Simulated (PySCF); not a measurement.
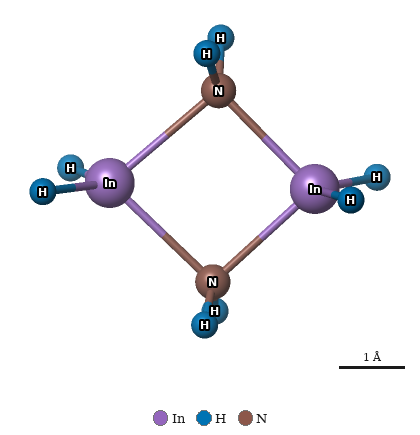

*The starting structure (ball-and-stick view, seen on its broad side). Sticks mark near contacts.*

Bond lengths as drawn: H–In 1.66 to 1.78 Å, H–N 0.96 to 1.09 Å and In–N 2.13 to 2.24 Å.

**In2N2H8: geometry relaxation**

The run: geometry relaxation of In2N2H8. Method and program: PBE0-D3(BJ)/def2-SVP geometry optimisation, gas phase (PySCF 2.14.0).

It belongs to a series of runs on one base structure; here: bridge NH2.

## Output
```
step   0  E = -494.37894254  max force = 0.061617
step   1  E = -494.39429955  max force = 0.009757
step   2  E = -494.39590440  max force = 0.004347
step   3  E = -494.39661940  max force = 0.001819
step   4  E = -494.39668892  max force = 0.001676
step   5  E = -494.39673034  max force = 0.000557
step   6  E = -494.39673955  max force = 0.000484
step   7  E = -494.39674964  max force = 0.000571
step   8  E = -494.39675278  max force = 0.000356
optimisation converged
```

## Trajectory as extended XYZ (Å, eV, eV/Å), 9 frames, from step=0 to step=8
```
12
Properties=species:S:1:pos:R:3:forces:R:3 step=0 energy=-13452.73625
In   -1.4782   -0.2189   -0.5250   -0.5544   1.3279  -0.3095
H    -2.2957    1.2736   -1.0462    0.2741  -0.3310   0.1385
H    -2.2515   -1.7029   -0.5488   -0.1338  -0.7313   0.0719
N    -0.4093    0.2316    1.3869   -2.6752   0.3122   3.1685
In    1.5302    0.1269    0.5049    1.1114   0.7814   0.1015
H     2.2736   -1.2630    1.0350    0.3644  -0.8441   0.2062
H     2.2123    1.6972    0.5183    0.0662   0.2551  -0.0655
N     0.5549   -0.2120   -1.4123   -0.8520  -2.1291   2.2149
H    -0.7508    1.1316    1.8924    0.9160  -1.6769  -1.4485
H    -0.6952   -0.4967    2.1333    0.8644   1.1683  -1.5866
H     0.6650    0.4704   -2.0817    0.4216   2.0461  -2.1631
H     0.7601   -1.1206   -1.8059    0.1974  -0.1787  -0.3283
12
Properties=species:S:1:pos:R:3:forces:R:3 step=1 energy=-13453.15413
In   -1.5173   -0.1946   -0.5203   -0.2725   0.1098  -0.1469
H    -2.2794    1.2718   -1.0243   -0.0110   0.0848  -0.0309
H    -2.2793   -1.7584   -0.5267    0.2109   0.0579   0.0530
N    -0.4615    0.2389    1.4003   -0.4524  -0.2880   0.1367
In    1.5728    0.1439    0.5302    0.5018   0.0721   0.1945
H     2.3412   -1.3313    1.0674   -0.1480   0.1357  -0.1084
H     2.2634    1.7392    0.5256   -0.0782  -0.0821  -0.0237
N     0.5399   -0.2109   -1.4072   -0.3342  -0.1741   0.4078
H    -0.7725    1.0998    1.8467    0.1443   0.3080  -0.2185
H    -0.7080   -0.4653    2.0968    0.2523  -0.2276  -0.0493
H     0.6632    0.5038   -2.1222    0.0729  -0.0595  -0.0490
H     0.7530   -1.1196   -1.8153    0.1140   0.0630  -0.1652
12
Properties=species:S:1:pos:R:3:forces:R:3 step=2 energy=-13453.19780
In   -1.5345   -0.1856   -0.5237   -0.1684   0.1770  -0.1228
H    -2.2821    1.2955   -1.0291    0.0153  -0.0132   0.0014
H    -2.2500   -1.7611   -0.5174    0.1084  -0.0047   0.0313
N    -0.4716    0.2290    1.3936   -0.1930  -0.2005  -0.1043
In    1.5798    0.1497    0.5388    0.2235   0.0485   0.0939
H     2.3305   -1.3241    1.0602   -0.0631   0.0202  -0.0440
H     2.2599    1.7396    0.5282   -0.0402   0.0054  -0.0171
N     0.5260   -0.2165   -1.3895   -0.1750  -0.0368   0.1068
H    -0.7665    1.1027    1.8230    0.0678   0.2019  -0.0304
H    -0.6871   -0.4872    2.0845    0.1185  -0.1267   0.0859
H     0.6601    0.4951   -2.1116    0.0385  -0.1297   0.0846
H     0.7510   -1.1199   -1.8061    0.0677   0.0585  -0.0852
12
Properties=species:S:1:pos:R:3:forces:R:3 step=3 energy=-13453.21726
In   -1.5579   -0.1710   -0.5328    0.0022   0.0609  -0.0166
H    -2.2837    1.3150   -1.0346   -0.0202   0.0078  -0.0051
H    -2.2158   -1.7664   -0.5118    0.0167  -0.0207   0.0075
N    -0.4824    0.2168    1.3843   -0.0491  -0.0577  -0.0935
In    1.5836    0.1565    0.5461    0.0114   0.0203   0.0076
H     2.3137   -1.3257    1.0496    0.0034  -0.0254   0.0008
H     2.2502    1.7497    0.5292   -0.0253   0.0113  -0.0084
N     0.5081   -0.2217   -1.3717   -0.0114  -0.0047  -0.0729
H    -0.7527    1.1061    1.8053    0.0364  -0.0431   0.0589
H    -0.6582   -0.5085    2.0802    0.0114   0.0758   0.0547
H     0.6608    0.4834   -2.0953    0.0147  -0.0326   0.0665
H     0.7500   -1.1169   -1.7977    0.0098   0.0081   0.0005
12
Properties=species:S:1:pos:R:3:forces:R:3 step=4 energy=-13453.21915
In   -1.5623   -0.1676   -0.5356    0.0185   0.0562  -0.0019
H    -2.2888    1.3208   -1.0366   -0.0058  -0.0216   0.0053
H    -2.2090   -1.7681   -0.5124    0.0058  -0.0100   0.0026
N    -0.4844    0.2137    1.3831   -0.0222  -0.0338  -0.0862
In    1.5823    0.1567    0.5459   -0.0001  -0.0101   0.0035
H     2.3113   -1.3284    1.0462    0.0048  -0.0085   0.0008
H     2.2420    1.7521    0.5276   -0.0174   0.0140  -0.0062
N     0.5059   -0.2228   -1.3712   -0.0042  -0.0201  -0.0489
H    -0.7457    1.1023    1.8096    0.0184  -0.0052   0.0495
H    -0.6518   -0.5074    2.0846   -0.0074   0.0295   0.0465
H     0.6647    0.4824   -2.0917    0.0130   0.0099   0.0251
H     0.7512   -1.1165   -1.7985   -0.0035  -0.0002   0.0098
12
Properties=species:S:1:pos:R:3:forces:R:3 step=5 energy=-13453.22028
In   -1.5645   -0.1631   -0.5377    0.0286   0.0098   0.0134
H    -2.2935    1.3224   -1.0353   -0.0111  -0.0018  -0.0011
H    -2.2028   -1.7676   -0.5141    0.0006  -0.0023  -0.0006
N    -0.4864    0.2099    1.3822   -0.0128   0.0022   0.0063
In    1.5801    0.1548    0.5443    0.0024  -0.0271   0.0036
H     2.3109   -1.3316    1.0413    0.0052   0.0068   0.0004
H     2.2300    1.7546    0.5249   -0.0112   0.0077  -0.0036
N     0.5042   -0.2232   -1.3733   -0.0012  -0.0180  -0.0128
H    -0.7361    1.0981    1.8179    0.0128   0.0019  -0.0015
H    -0.6480   -0.5057    2.0912   -0.0106  -0.0028  -0.0040
H     0.6705    0.4846   -2.0883    0.0086   0.0268  -0.0079
H     0.7509   -1.1159   -1.8019   -0.0113  -0.0033   0.0078
12
Properties=species:S:1:pos:R:3:forces:R:3 step=6 energy=-13453.22053
In   -1.5636   -0.1617   -0.5371    0.0121   0.0097   0.0058
H    -2.2961    1.3232   -1.0332   -0.0059  -0.0064   0.0005
H    -2.2012   -1.7668   -0.5148    0.0018  -0.0001  -0.0006
N    -0.4864    0.2082    1.3828   -0.0048   0.0040   0.0249
In    1.5798    0.1526    0.5434    0.0056  -0.0232   0.0039
H     2.3140   -1.3323    1.0394    0.0042   0.0077  -0.0001
H     2.2247    1.7548    0.5238   -0.0096   0.0037  -0.0028
N     0.5040   -0.2227   -1.3750   -0.0004  -0.0030  -0.0024
H    -0.7319    1.0964    1.8210    0.0090   0.0082  -0.0119
H    -0.6490   -0.5065    2.0927   -0.0081  -0.0109  -0.0131
H     0.6725    0.4874   -2.0875    0.0052   0.0121  -0.0052
H     0.7489   -1.1152   -1.8046   -0.0092  -0.0018   0.0010
12
Properties=species:S:1:pos:R:3:forces:R:3 step=7 energy=-13453.22080
In   -1.5621   -0.1585   -0.5352   -0.0106   0.0019  -0.0040
H    -2.3011    1.3241   -1.0273   -0.0031  -0.0011  -0.0005
H    -2.1984   -1.7647   -0.5160    0.0036   0.0007   0.0001
N    -0.4856    0.2044    1.3846    0.0122   0.0043   0.0293
In    1.5800    0.1476    0.5421    0.0043  -0.0132   0.0020
H     2.3220   -1.3335    1.0356    0.0028   0.0041  -0.0004
H     2.2145    1.7544    0.5223   -0.0047   0.0009  -0.0014
N     0.5029   -0.2207   -1.3777    0.0043   0.0172   0.0113
H    -0.7234    1.0935    1.8252    0.0011   0.0073  -0.0150
H    -0.6516   -0.5105    2.0935   -0.0053  -0.0123  -0.0142
H     0.6750    0.4937   -2.0857   -0.0004  -0.0110   0.0010
H     0.7435   -1.1127   -1.8104   -0.0042   0.0012  -0.0083
12
Properties=species:S:1:pos:R:3:forces:R:3 step=8 energy=-13453.22089
In   -1.5619   -0.1562   -0.5335   -0.0173   0.0029  -0.0076
H    -2.3050    1.3255   -1.0226   -0.0001  -0.0017   0.0006
H    -2.1966   -1.7632   -0.5169    0.0034   0.0002   0.0007
N    -0.4841    0.2014    1.3863    0.0183   0.0007   0.0135
In    1.5808    0.1441    0.5413    0.0019  -0.0054   0.0003
H     2.3284   -1.3345    1.0324    0.0015   0.0013  -0.0008
H     2.2087    1.7537    0.5219   -0.0015  -0.0007  -0.0003
N     0.5018   -0.2184   -1.3788    0.0057   0.0178   0.0149
H    -0.7179    1.0913    1.8273   -0.0037   0.0016  -0.0067
H    -0.6532   -0.5150    2.0928   -0.0042  -0.0048  -0.0070
H     0.6756    0.4982   -2.0842   -0.0024  -0.0142   0.0015
H     0.7390   -1.1097   -1.8148   -0.0017   0.0023  -0.0091
```

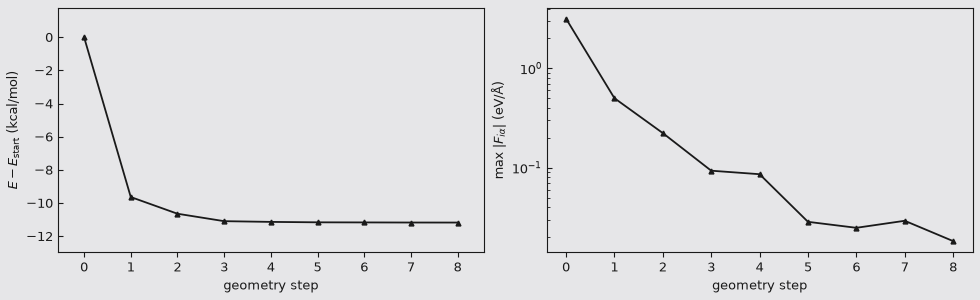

*Progress of the relaxation, step by step (steps are counted from 0).*

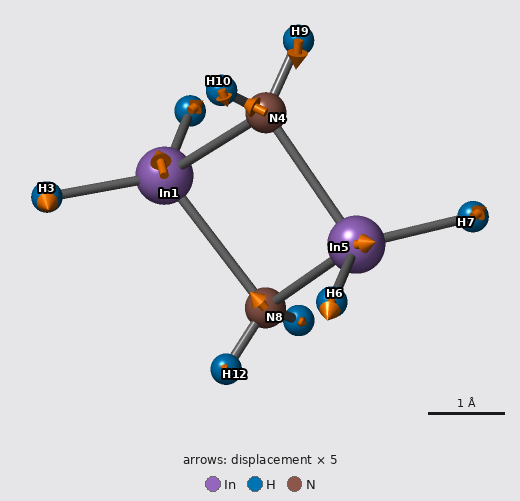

*The starting structure with the displacements as orange arrows, magnified 5 times (ball-and-stick view, seen at a tilt). The two geometries are laid on each other by the best rigid fit.*

The energy falls by 11.2 kcal/mol in 8 geometry steps. The largest force component goes from 3.2 to 0.018 eV/Å. In1 moves most after the best rigid fit: 0.10 Å. Largest moves by element: In 0.10 Å, H 0.09 Å, N 0.08 Å. Among the contacts that change: N4–In5 2.133 → 2.232 Å, N4–H9 1.087 → 1.020 Å, In5–H6 1.663 → 1.728 Å, N4–H10 1.081 → 1.020 Å. Among the angles that change: H2–In1–H3 121.8° → 130.0°, In5–N4–H9 121.2° → 113.5°, H9–N4–H10 98.8° → 106.0°. (Atoms are counted from 1 in the order of the input.)

This output came from the following input.

## Input file
```
{"job": {"xc": "PBE0", "basis": "def2-SVP", "d3": "d3bj", "grid": 1, "maxiter": 40, "shake": 0.03, "kind": "geom"}, "charge": 0, "multiplicity": 1}
In    -1.478160    -0.218900    -0.525040
H     -2.295700     1.273620    -1.046190
H     -2.251490    -1.702860    -0.548770
N     -0.409340     0.231580     1.386920
In     1.530190     0.126940     0.504880
H      2.273560    -1.263040     1.034990
H      2.212320     1.697210     0.518280
N      0.554940    -0.212030    -1.412260
H     -0.750770     1.131600     1.892450
H     -0.695200    -0.496670     2.133340
H      0.665010     0.470410    -2.081710
H      0.760110    -1.120600    -1.805910
```

The first line tells a small driver script what to run in PySCF; the rest is the geometry in Å.

Command:
```bash
OMP_NUM_THREADS=1 python <driver script> task.json out
```

## Key numbers

| quantity | value |
| --- | --- |
| outcome | converged |
| total energy | −494.396753 hartree |
| dipole moment | 0.02 D |
| point group | D2h |
| hardware | 1 CPU thread, shared host |
| wall time | 75 s |
| peak memory | 0.46 GiB |
